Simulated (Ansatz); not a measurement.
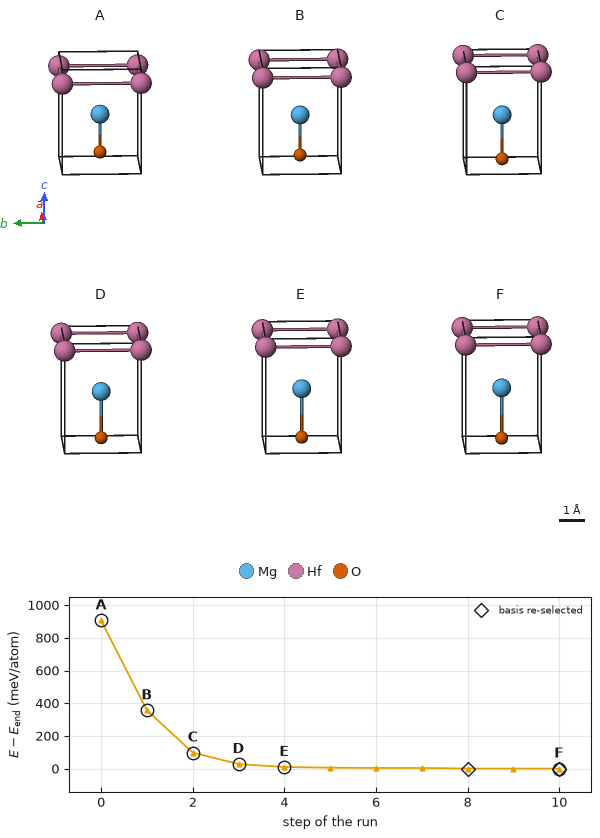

Frames of a relaxation of a crystal of HfMgO (a generated structure, set up in P4mm) (coarse preliminary run), marked on the history of the run. The picture is a ball-and-stick view of the cell of the calculation, seen from a free direction.

These are results of Ansatz, DFT PBE, scalar-relativistic, plane waves, PAW, not measurements. Set-up: plane-wave cutoff 420 eV; k-point mesh 6 × 6 × 4; occupations gaussian; smearing width 0.1 eV; no spin polarisation; cell and atoms relaxed; force threshold 0.04 eV/Å; at most 70 steps.

**Describe the path.**

The largest move relative to the cell is that of the O atom, 0.35 Å along −c. Largest moves by element: O 0.35 Å, Hf 0.34 Å, Mg 0.01 Å. The drawn cell changes as follows: a = b 3.227 → 3.095 Å (−4.1 %), c 4.407 → 4.882 Å (+10.8 %); the volume changes by +1.9 %. Among the contacts that change: Mg–O 1.593 → 2.121 Å, Hf–O 2.553 → 2.263 Å, Hf–Mg 2.827 → 3.093 Å, Hf–Hf 3.227 → 3.095 Å. Bond angles that change, for instance: Hf–O–Hf 126.7° → 150.6°, Mg–O–Hf 116.7° → 104.7°, Hf–O–Hf 78.4° → 86.3°. The space group stays P4mm (No. 99). The energy falls by 906 meV per atom in 8 accepted moves (10 points after the start). Largest force component: 11 eV/Å at the start, 0.025 eV/Å at the end. Pressure: 16.90 GPa at the start and −0.17 GPa at the end. At 2 points the geometry stayed and the basis and grid were re-selected for the new cell (energy shift of 3.5 meV per atom at most each time). From step 0 to 1: the Hf atom moves most (0.20 Å), volume +0.8 %, energy −550 meV per atom. From step 1 to 2: the Hf atom moves most (0.16 Å), volume −8.2 %, energy −258 meV per atom. From step 2 to 3: the Mg atom moves most (0.05 Å), volume +6.8 %, energy −70.2 meV per atom. From step 3 to 4: the Hf atom moves most (0.04 Å), volume +1.7 %, energy −18.0 meV per atom. From step 4 to 10: the O atom moves most (0.05 Å), volume +1.3 %, energy −9.9 meV per atom.
